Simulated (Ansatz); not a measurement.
# BN (boron nitride): levels of theory compared

We compute a comparison of 6 runs (UHF/3-21G, UHF/6-31G, U-wB97M-V/6-31G, UB2PLYP/6-31G, UCAM-B3LYP/3-21G, UPBE/6-31G) of BN (boron nitride). 

The calculation is run with Ansatz 0.2.0.

69 further runs of the same task are left out: 69 set aside as unsound or not needed.

## Step 1: Starting point

BN has 2 atoms, charge 0, and is taken as a triplet. SMILES: `B#N`. The N2–B1 distance was set to 1.644 Å, away from the relaxed value.

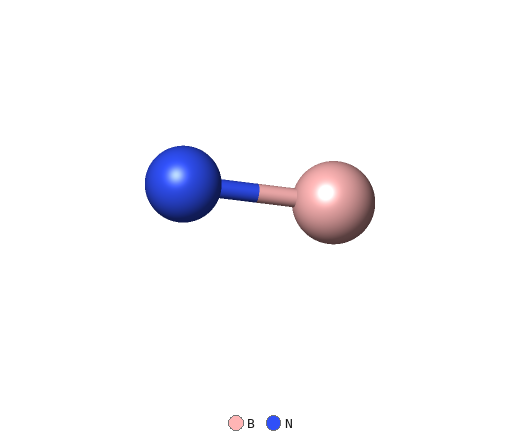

The structure, seen from a chosen angle (boron pink, nitrogen blue).

## Step 2: A single-point energy at UHF/3-21G (run 1)

The input, in.yaml:

```yaml
crystal:
  periodic: [false, false, false]
  atoms:
    - {symbol: B, position_ang: [-0.000000, -0.000000, -0.352350]}
    - {symbol: "N", position_ang: [0.000000, 0.000000, 1.291950]}
basis:
  gaussian: {orbitals: 3-21G.json}
magnetization: {spin_polarized: true, initial_magnetization: 2}
hamiltonian: {xc: hf}
accuracy: high
```

The basis set 3-21G is read from a file made from the Basis Set Exchange's data (not shown).

Started as:

```console
$ ansatz run in.yaml --threads 1 --pin off --max-ram 3480MiB --events-out events.jsonl --progress --plain --runs-dir runs
```

What it wrote:

```text
Warning: RAYON_NUM_THREADS=1 ignored (pool sized by the plan → 1); use --threads N
Functional definition: HF
  name "HF"
  exchange = exact_x
  correlation = 0
389 factors; integrals over basis functions are off by at most 3.4e-9 eV
mean field evaluation 1: about -2134.3986 eV, gradient 1.3e1 eV
mean field evaluation 2: about -2134.4000 eV, gradient 1.3e1 eV
mean field evaluation 4: about -2135.8592 eV, gradient 2.1e0 eV
mean field evaluation 8: about -2136.0802 eV, gradient 6.7e-1 eV
mean field evaluation 16: about -2136.2041 eV, gradient 3.4e-4 eV
mean field evaluation 32: about -2136.0959 eV, gradient 2.4e0 eV
mean field evaluation 64: about -2133.3792 eV, gradient 9.1e0 eV
mean field evaluation 96: about -2131.0331 eV, gradient 8.3e0 eV
mean field evaluation 128: about -2135.7922 eV, gradient 1.7e-1 eV
mean field evaluation 160: about -2136.8770 eV, gradient 4.4e-1 eV
mean field evaluation 192: about -2126.7099 eV, gradient 1.4e1 eV
mean field -2136.92963626 eV, -78.5307156695 hartree, gradient 3.0e-8 eV, S^2 2.337708; 10 other end points of the search recorded, 0 dependent functions left out
reference -2136.92963626 eV, -78.5307156695 hartree; 7, 5 occupied and 11, 13 virtual orbitals, 389 factors
Total energy: -2136.92963626 eV, -78.5307156695 hartree
```

Run time: 0.26 s. Hardware: 1 thread of Intel Xeon 6975P-C (Granite Rapids), shared host.

## Step 3: A single-point energy at UHF/6-31G (run 2)

The input, job.yaml:

```yaml
basis:
  gaussian: {orbitals: 6-31G}
crystal:
  periodic: [false, false, false]
  atoms:
    - {symbol: B, position_ang: [-0.000000, -0.000000, -0.352350]}
    - {symbol: "N", position_ang: [0.000000, 0.000000, 1.291950]}
magnetization: {spin_polarized: true, initial_magnetization: 2}
hamiltonian: {xc: hf}
accuracy: high
```

Started as:

```console
$ ansatz run job.yaml --threads 1 --pin off --max-ram 3480MiB --events-out events.jsonl --progress --plain --runs-dir runs
```

What it wrote (excerpt; [...] marks lines left out):

```text
Warning: RAYON_NUM_THREADS=1 ignored (pool sized by the plan → 1); use --threads N
[... 2 set-up lines as earlier in the session ...]
[...]
419 factors; integrals over basis functions are off by at most 3.2e-9 eV
[...]
mean field -2148.00957367 eV, -78.9378958591 hartree, gradient 3.9e-8 eV, S^2 2.376746; 9 other end points of the search recorded, 0 dependent functions left out
reference -2148.00957367 eV, -78.9378958591 hartree; 7, 5 occupied and 11, 13 virtual orbitals, 419 factors
Total energy: -2148.00957367 eV, -78.9378958591 hartree
```

It took 0.22 s on 1 thread of Intel Xeon 6975P-C (Granite Rapids), shared host.

Runs 3 to 5 aren't shown in full; the table further down has their settings and results.

## Step 4: The energy at UPBE/6-31G (run 6)

The input, in.yaml:

```yaml
crystal:
  periodic: [false, false, false]
  atoms:
    - symbol: B
      position_ang: [-0.000000, -0.000000, -0.352350]
    - symbol: N
      position_ang: [0.000000, 0.000000, 1.291950]
basis:
  gaussian:
    orbitals: 6-31G
magnetization:
  spin_polarized: true
  initial_magnetization: 2
hamiltonian:
  xc: {name: PBE}
accuracy: high
```

Started as:

```console
$ ansatz run in.yaml --threads 1 --pin off --max-ram 3480MiB --events-out events.jsonl --progress --plain --runs-dir runs
```

What it wrote:

```text
Warning: RAYON_NUM_THREADS=1 ignored (pool sized by the plan → 1); use --threads N
Functional definition: PBE
  name "PBE"
  parameter kappa = 0.804
  parameter beta = 0.06672455060314922
  exchange = pbe_x(kappa = kappa, mu = beta*pi^2/3)
  correlation = pbe_c(beta = beta)
419 factors; integrals over basis functions are off by at most 3.2e-9 eV
mean field evaluation 1: about -2150.2132 eV, gradient 3.3e1 eV
mean field evaluation 2: about -2061.5480 eV, gradient 9.7e1 eV
mean field evaluation 4: about -2156.3801 eV, gradient 2.1e0 eV
mean field evaluation 8: about -2156.4137 eV, gradient 1.2e-1 eV
mean field evaluation 16: about -2156.4141 eV, gradient 4.8e-5 eV
mean field evaluation 32: about -2156.4128 eV, gradient 2.5e-1 eV
mean field -2156.41406102 eV, -79.2467550726 hartree, gradient 3.6e-8 eV, S^2 2.005714; 6 other end points of the search recorded, 0 dependent functions left out
reference -2156.41406280 eV, -79.2467551381 hartree; 7, 5 occupied and 11, 13 virtual orbitals, 419 factors
Total energy: -2156.41406280 eV, -79.2467551381 hartree
```

Run time: 0.76 s. Hardware: 1 thread of Intel Xeon 6975P-C (Granite Rapids), shared host.

## Step 5: Overview of the runs

| run | level | frozen core orbitals | energy (Eh) | ⟨S²⟩ | wall time |
| --- | --- | --- | --- | --- | --- |
| 1 | UHF/3-21G | – | -78.530716 | 2.338 | 0.26 s |
| 2 | UHF/6-31G | – | -78.937896 | 2.377 | 0.22 s |
| 3 | U-wB97M-V/6-31G | – | -79.312649 | 2.057 | 9.3 s |
| 4 | UB2PLYP/6-31G | 2 | -79.238476 | 2.210 | 1.3 s |
| 5 | UCAM-B3LYP/3-21G | – | -78.874265 | 2.133 | 1.4 s |
| 6 | UPBE/6-31G | – | -79.246755 | 2.006 | 0.76 s |

## Step 6: Outcome

| quantity | value |
| --- | --- |
| run 6: total energy | -79.24676 Eh |
| run 6: ⟨S²⟩ | 2.006 |

Totals of different functionals can't be ranked against each other. Spin contamination of the reference: run 2 ⟨S²⟩ = 2.38, run 1 ⟨S²⟩ = 2.34, run 4 ⟨S²⟩ = 2.21, run 5 ⟨S²⟩ = 2.13. All runs together took 13 s, the longest 9.3 s.
